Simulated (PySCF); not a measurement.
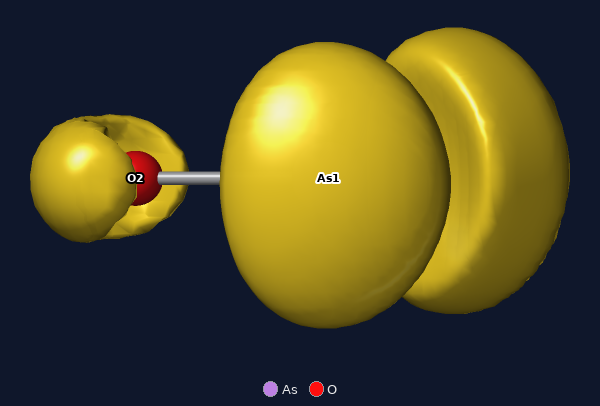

Figure. AsO (doublet). Isosurface of the ELF at 0.85 (yellow), seen from one side. Only the valence region is drawn (cores and ρ < 0.01 e/Å³ removed).

Level of theory: PBE0/cc-pVTZ(-PP), non-relativistic Hamiltonian with scalar-relativistic core potentials where named, at a bond length of 1.618 Å in PySCF 2.14.0.

```xyz
2

As    0.0000    0.0000   -0.2847
O     0.0000    0.0000    1.3333
```

Q: What do the ELF domains correspond to?

A: The ELF exceeds this value in two lobes on As, pointing away from the bonds (non-bonding electrons) and one lobe on O, pointing away from the bonds (non-bonding electrons, which may merge into one lobe). Profiles from the grid: As–O (1.62 Å): the ELF peaks at about 0.80 between the atoms (a short, strongly polar bond).
